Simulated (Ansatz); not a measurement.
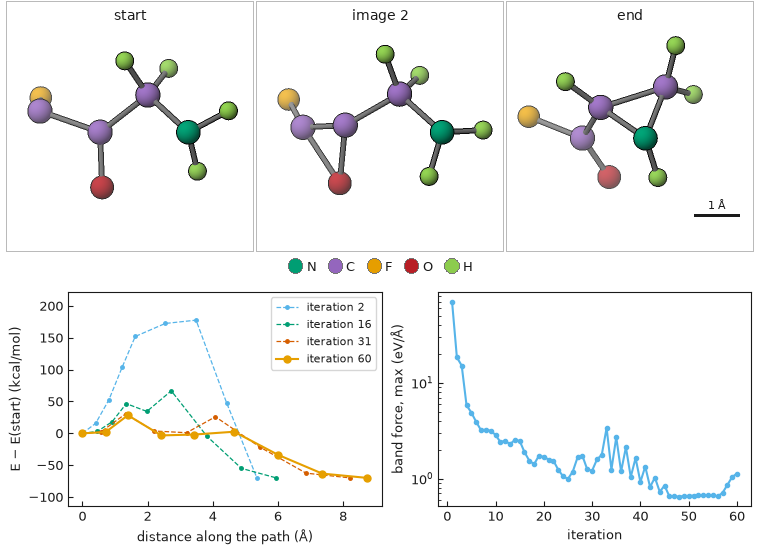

A nudged-elastic-band calculation for C₃H₄FNO. Images are numbered from 0 (start) to 8 (end). The plot follows the band through its iterations. Style: ball-and-stick. Shown at a tilt.

Level of theory: RKS BLYP-D4/def2-SVP (Ansatz). Set-up: 7 movable images; climbing image from the first iteration; force threshold 0.05 eV/Å; iteration limit 60; optimiser FIRE; starting path through a guess of the saddle point.

Q: Did the band converge, and can the barrier be trusted?

A: The result isn't final. The band hadn't converged when the run stopped after 60 iterations. The largest component of the band force went from 71 to 1.1 eV/Å. The barrier read from it is provisional: over the last two iterations the highest image moved from 28.7 kcal/mol to 28.4 kcal/mol. The first iteration put the highest image at 519.4 kcal/mol. The highest point, image 2, lies 28.4 kcal/mol above the start and 98.4 kcal/mol above the end; the end is at −70.0 kcal/mol relative to the start.

The run took 8.3 min on 2 threads of Intel(R) Xeon(R) Platinum 8488C (Sapphire Rapids) (shared host), peak memory 0.22 GiB.
